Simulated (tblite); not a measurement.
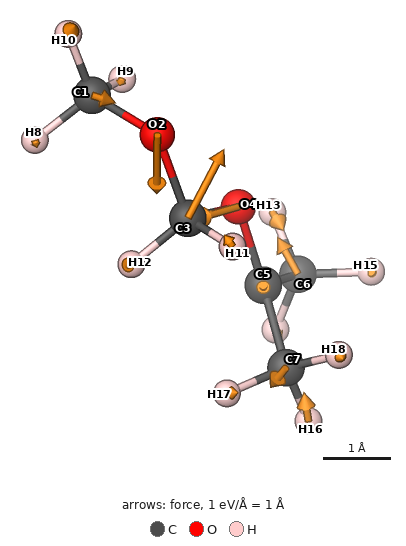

Starting geometry of C5H11O2 (multiplicity 2) with the computed forces as orange arrows. Style: ball-and-stick. Shown from a free direction.

Level of theory: tblite, GFN2-xTB geometry optimisation, gas phase. 

Q: Is this structure relaxed? If not, where do the atoms go?

A: It isn't relaxed: the largest force vector, on an O atom, is 1.27 eV/Å. The final displacements have little in common with the starting forces (cosine between the two patterns 0.20). The energy falls by 0.108 eV in 66 geometry steps. The atom that moves furthest after the best rigid fit is an O atom (0.19 Å). By element the largest moves are O 0.19 Å, H 0.16 Å, C 0.12 Å. Some distances before and after: C–O 1.442 → 1.400 Å, C–O 1.418 → 1.381 Å, C–H 1.101 → 1.086 Å, C–O 1.429 → 1.415 Å. Bond angles that change, for instance: O–C–C 115.6° → 112.7°, C–O–C 115.5° → 118.4°, O–C–H 108.4° → 111.3°.
